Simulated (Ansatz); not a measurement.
**GeH₄SSb (SMILES [SH][GeH2][SbH-]) (charge −1): density, localisation and related maps**

| atom | x (Å) | y (Å) | z (Å) |
| --- | --- | --- | --- |
| Ge | -0.2346 | 0.2361 | 0.1486 |
| S | -1.3595 | -1.7743 | -0.4010 |
| Sb | -1.3427 | 1.7044 | 1.9518 |
| H | -2.4319 | -1.4578 | 0.3593 |
| H | -0.1477 | 0.9371 | -1.2453 |
| H | 1.2011 | -0.3361 | 0.3692 |
| H | -0.6982 | 0.6775 | 3.1955 |

Geometry: B3LYP-D3(BJ)/def2-SVPD; core potentials replace the inner electrons of Sb.

Theory: isolated molecule in a Gaussian basis; Kohn-Sham density functional theory, functional PBE0 in Ansatz 0.2.0.

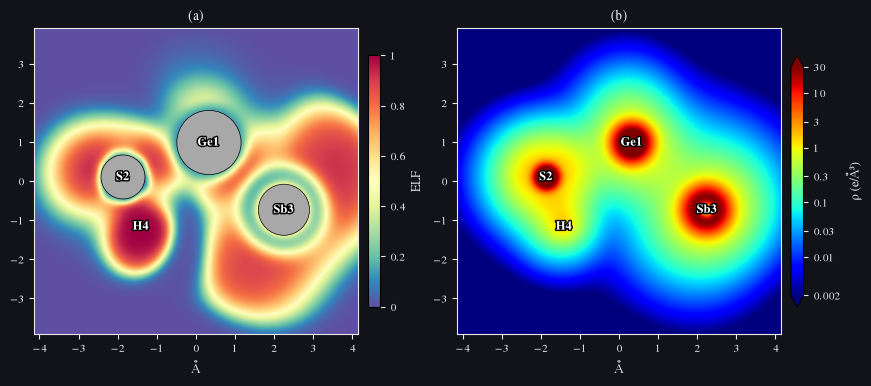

Figure 1. (a) electron localisation function; (b) electron density on the plane of atoms S2, Ge1 and Sb3. Grey discs cover the atomic cores in the ELF map.

Describe what can be read from this map.

Answer. Atoms in the plane: Ge, S, Sb and H. Ge–S (2.37 Å): the density is about 0.57 e/Å³ at the midpoint; the ELF peaks at about 0.90 in the valence shell of S, 0.9 Å from its nucleus, and is about 0.80 at the midpoint. Ge–Sb (2.58 Å): ρ is about 0.49 e/Å³ halfway; the ELF peaks at about 0.80 between the atoms: a covalent bond. S–H (1.35 Å): the density is about 1.5 e/Å³ at the midpoint; the ELF climbs to about 1 towards the hydrogen, as it does in any bond to H. The ELF also peaks beside S2, away from the bonds: lone-pair regions.

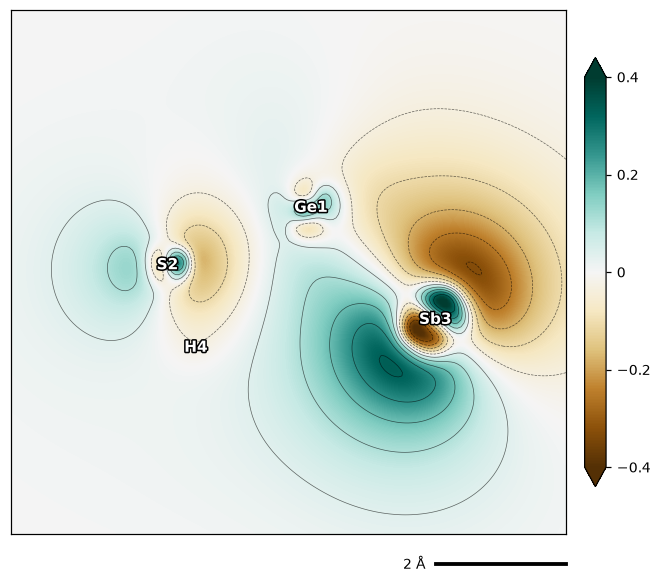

Figure 2. The HOMO on the plane of atoms S2, Ge1 and Sb3 (values in Å⁻³ᐟ²; the overall sign is arbitrary).

What is the character of this orbital?

Answer. Its weight (Hirshfeld) is mainly on Sb3 (about 80 %) and Ge1 (about 10 %). Its energy is −0.55 eV.
